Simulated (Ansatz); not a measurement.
C2H5FSi (SMILES FC1C[SiH2]1)

Input

```
crystal:
  periodic: [false, false, false]
  atoms:
    - {symbol: F, position_ang: [-1.489593, 0.960019, 0.999296]}
    - {symbol: C, position_ang: [-0.766728, 0.511095, -0.076843]}
    - {symbol: C, position_ang: [0.747097, 0.596010, 0.052327]}
    - {symbol: Si, position_ang: [0.095843, -1.140534, -0.093284]}
    - {symbol: H, position_ang: [-1.178406, 0.901374, -1.005045]}
    - {symbol: H, position_ang: [1.083522, 0.850051, 1.054733]}
    - {symbol: H, position_ang: [1.292483, 1.120432, -0.725192]}
    - {symbol: H, position_ang: [0.195817, -1.892361, -1.362099]}
    - {symbol: H, position_ang: [0.108466, -1.952387, 1.139006]}
basis:
  gaussian: {orbitals: def2-TZVPP}
hamiltonian: {xc: pbe0, dispersion: d4}
output: {orbitals: {seedname: orbitals}}
```

Run with:

```sh
ansatz run in.yaml --threads 2 --pin off --events-out ev --progress --plain --max-ram 4352MiB
```

Geometry: PBE0-D4/def2-TZVP.

Level of theory: RKS PBE0-D4/def2-TZVPP in Ansatz 0.2.0.

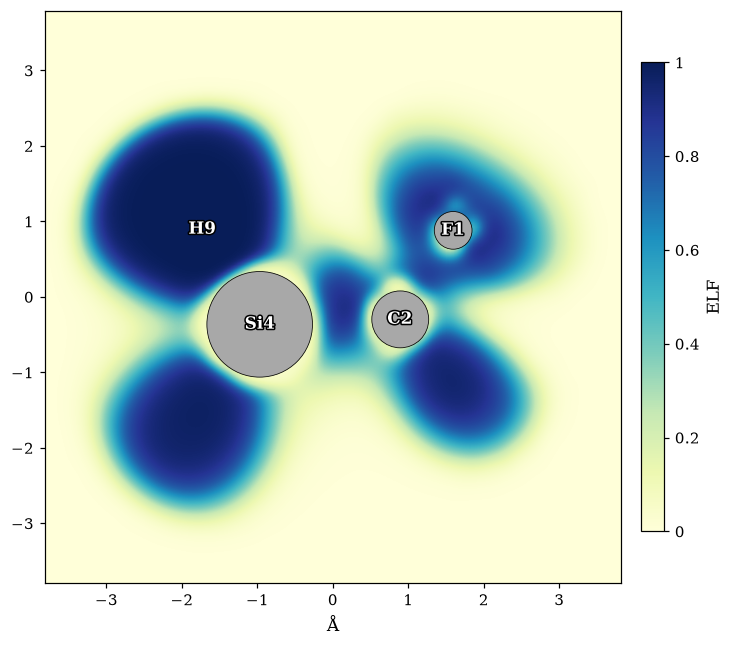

Figure 1. Electron localisation function on the plane of atoms F1, C2 and Si4. Grey discs cover the atomic cores.

What does the map show?

Atoms in the plane: F, C, Si and H.
C–F (1.37 Å): the ELF peaks at about 0.85 between the atoms: a shared but strongly polarised pair.
C–Si (1.86 Å): the ELF peaks at about 0.90 between the atoms, as expected for localised, covalent bonding.
Si–H (1.48 Å): the ELF climbs to about 1 towards the hydrogen, as it does in any bond to H.
The ELF also peaks beside F1, away from the bonds: lone-pair regions.

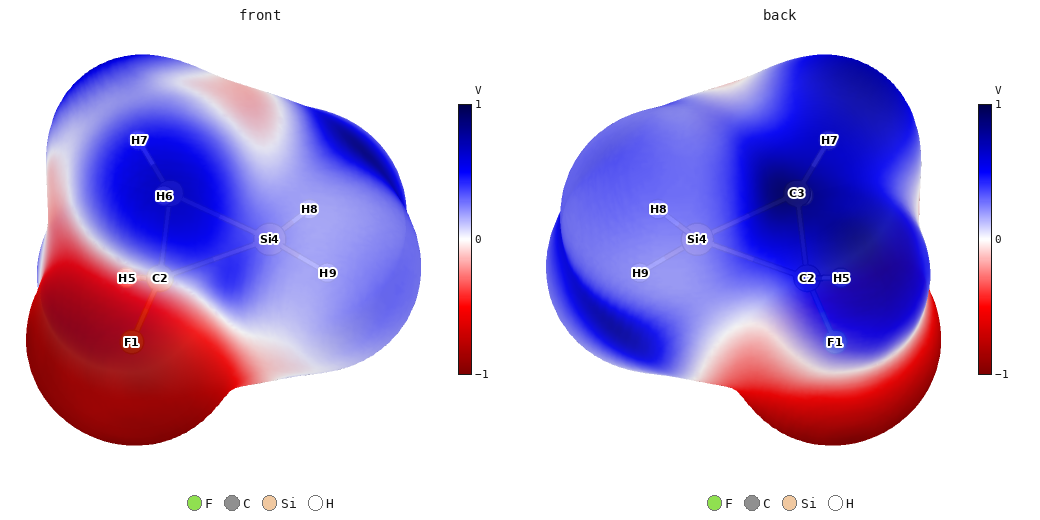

Figure 2. The molecular electrostatic potential painted on the density surface at 0.001 e/bohr³, seen from the front and from behind; red is negative and blue positive.

Which sites attract a positive test charge, and which a negative one?

A positive charge is drawn to the negative regions and a negative charge to the positive ones. The most negative region (about −1.0 V) lies over F1, the most positive (about +0.9 V) over C2, Si4 and H5.

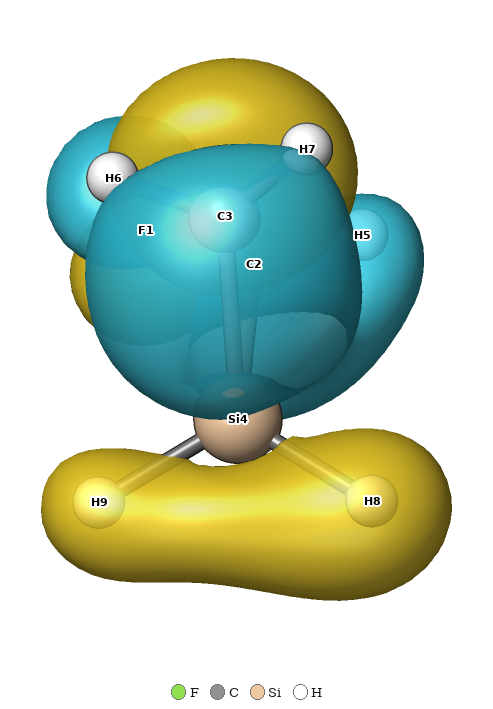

Figure 3. The HOMO−1 at ±0.08 Å⁻³ᐟ² (yellow and cyan are the two phases), seen at an oblique angle.

Where does this orbital lie, and at what energy?

Its weight (Hirshfeld) is mainly on C3 (about 35 %), C2 (about 20 %), F1 (about 15 %) and Si4 (about 15 %). Its energy is −8.34 eV.
